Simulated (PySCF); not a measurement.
C$_{4}$H$_{7}$FO$_{2}$S

```yaml
atoms:
  - { symbol: C, position_ang: [2.0048, -1.3926, 0.6205] }
  - { symbol: S, position_ang: [0.6339, -1.1009, -0.5873] }
  - { symbol: O, position_ang: [-0.4815, -1.6456, 0.2183] }
  - { symbol: C, position_ang: [0.5136, 0.6720, -0.0371] }
  - { symbol: F, position_ang: [1.6092, 1.1874, 0.5625] }
  - { symbol: C, position_ang: [-0.5574, 1.4293, -0.1962] }
  - { symbol: C, position_ang: [-1.8077, 1.0383, -0.9248] }
  - { symbol: O, position_ang: [-1.7232, -0.1478, -1.6597] }
  - { symbol: H, position_ang: [2.2151, -2.4580, 0.6025] }
  - { symbol: H, position_ang: [2.8969, -0.8359, 0.3567] }
  - { symbol: H, position_ang: [1.6332, -1.1116, 1.5978] }
  - { symbol: H, position_ang: [-0.5627, 2.4270, 0.2242] }
  - { symbol: H, position_ang: [-2.6369, 1.0031, -0.2011] }
  - { symbol: H, position_ang: [-2.0343, 1.8315, -1.6472] }
  - { symbol: H, position_ang: [-1.7094, -0.8958, -1.0379] }
```

Geometry: GFN2-xTB, coordinate held.

Method: PBE0/pcSseg-1, SCF density, gas phase, non-relativistic (PySCF).

> What will maps of the electron density and electron localisation function show?

C–C (1.32 Å): ρ is about 2.3 e/Å³ halfway; the ELF peaks at about 0.90 between the atoms; a multiple bond.
C–F (1.35 Å): the density is about 2.2 e/Å³ at the midpoint, with its minimum of 1.7 e/Å³ about 0.5 Å from C; the ELF peaks at about 0.85 between the atoms (a polar covalent bond).
C–O (1.40 Å): ρ at the midpoint is about 2.1 e/Å³, with its minimum of 1.9 e/Å³ about 0.5 Å from C; the ELF peaks at about 0.90 between the atoms, as expected for a polar covalent bond.
C–S (1.86 Å): ρ at the midpoint is about 1.2 e/Å³; the ELF peaks at about 0.95 between the atoms, as expected for a covalent bond.

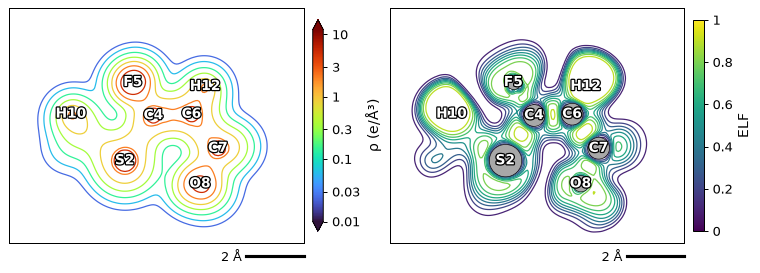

Computed electron density and electron localisation function on the plane of atoms C7, C6 and H12, in this order. Grey discs cover the atomic cores in the ELF map. 
